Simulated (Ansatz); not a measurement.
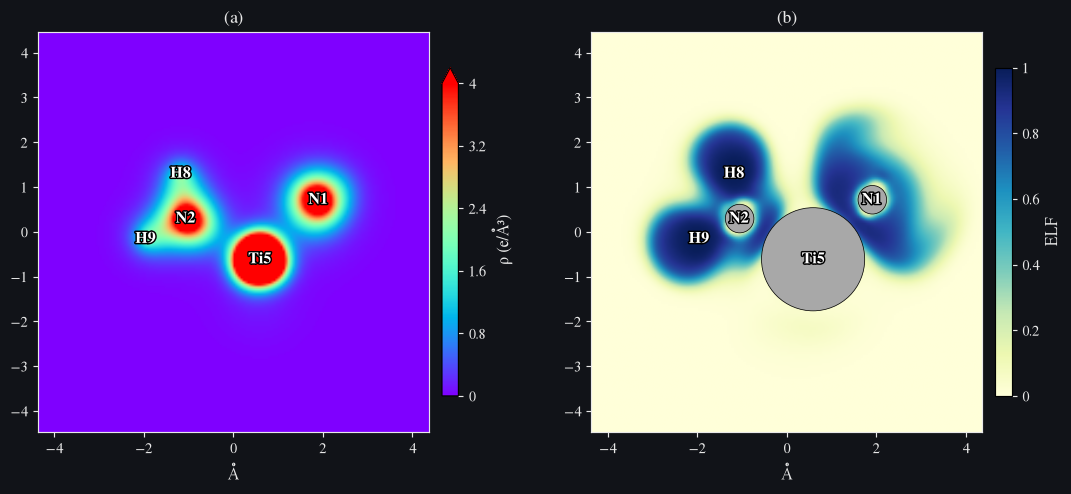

Figure. H₇N₃OTi. (a) total electron density; (b) ELF on the plane of atoms N1, Ti5 and N2. Grey discs cover the atomic cores in the ELF map.

Geometry: PBE0-D4/def2-SVP.

Method: isolated molecule in a Gaussian basis; Kohn-Sham density functional theory, functional PBE0 in Ansatz 0.2.0.

```xyz
12

N    -1.6251    0.3607   -0.7723
N    -0.1022   -1.0868    1.3613
N     1.3547   -0.3857   -1.1690
O     0.5328    1.8382    0.6974
Ti    0.0604    0.2371    0.0412
H    -2.2890    1.0987   -0.5503
H    -1.9062   -0.1054   -1.6302
H    -0.9638   -1.5507    1.6308
H     0.6776   -1.4528    1.9018
H     2.0003    0.2067   -1.6844
H     1.5488   -1.3639   -1.3612
H     0.7884    2.1488    1.5688
```

### Interpret the plot.

Atoms in the plane: N, Ti and H. Ti–N (1.88 Å): the density is about 0.96 e/Å³ at the midpoint; the ELF peaks at about 0.90 in the valence shell of N, 0.6 Å from its nucleus, and is about 0.35 at the midpoint. N–H (1.02 Å): ρ is about 2.8 e/Å³ halfway; the ELF climbs to about 1 towards the hydrogen, as it does in any bond to H: an ordinary covalent bond to hydrogen.
